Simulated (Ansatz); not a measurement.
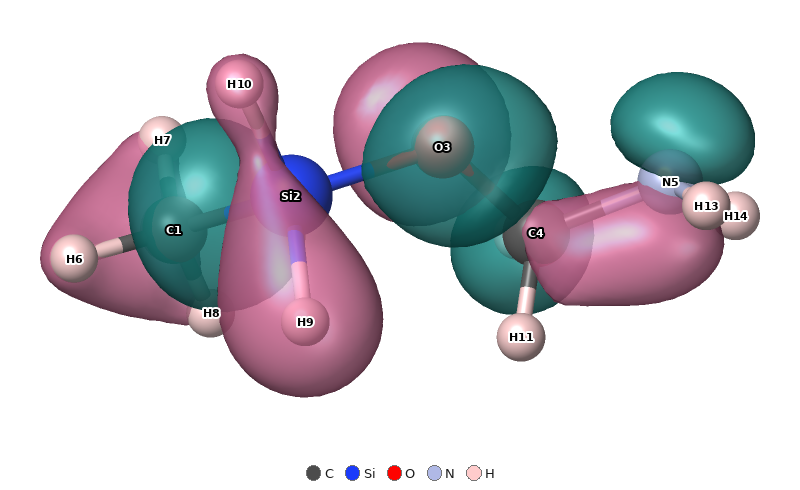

The picture shows: C2H9NOSi (SMILES C[SiH2]OCN). The HOMO−1 at ±0.1 Å⁻³ᐟ² (teal and pink are the two phases), seen from one side.

Geometry: PBE0-D4/def2-TZVP.

Method: RKS PBE0-D4/def2-TZVPP (Ansatz).

The calculation's input:

```
crystal:
  periodic: [false, false, false]
  atoms:
    - {symbol: C, position_ang: [-1.067229, 1.775386, 0.984510]}
    - {symbol: Si, position_ang: [0.555208, 0.858841, 0.935921]}
    - {symbol: O, position_ang: [0.786548, 0.051472, -0.479351]}
    - {symbol: C, position_ang: [0.063564, -1.098497, -0.843253]}
    - {symbol: N, position_ang: [0.840330, -1.862899, -1.771892]}
    - {symbol: H, position_ang: [-1.161918, 2.327750, 1.923845]}
    - {symbol: H, position_ang: [-1.137808, 2.490494, 0.161507]}
    - {symbol: H, position_ang: [-1.914895, 1.088707, 0.915600]}
    - {symbol: H, position_ang: [0.595288, -0.114345, 2.069006]}
    - {symbol: H, position_ang: [1.694133, 1.802656, 1.045900]}
    - {symbol: H, position_ang: [-0.204223, -1.651818, 0.074874]}
    - {symbol: H, position_ang: [-0.868969, -0.810837, -1.344142]}
    - {symbol: H, position_ang: [1.547582, -2.418024, -1.309878]}
    - {symbol: H, position_ang: [0.259388, -2.468086, -2.333748]}
basis:
  gaussian: {orbitals: def2-TZVPP}
hamiltonian: {xc: pbe0, dispersion: d4}
output: {orbitals: {seedname: orbitals}}
```

Launched as:

```sh
ansatz run in.yaml --threads 4 --pin off --events-out ev --progress --plain --max-ram 10444MiB
```

Question: Describe this orbital and give its energy.

Answer: It lies mainly on O3 (about 40 %), C1 (about 15 %), Si2 (about 15 %), N5 (about 10 %), H9 (about 5 %) and C4 (about 5 %). Its energy is −8.03 eV.
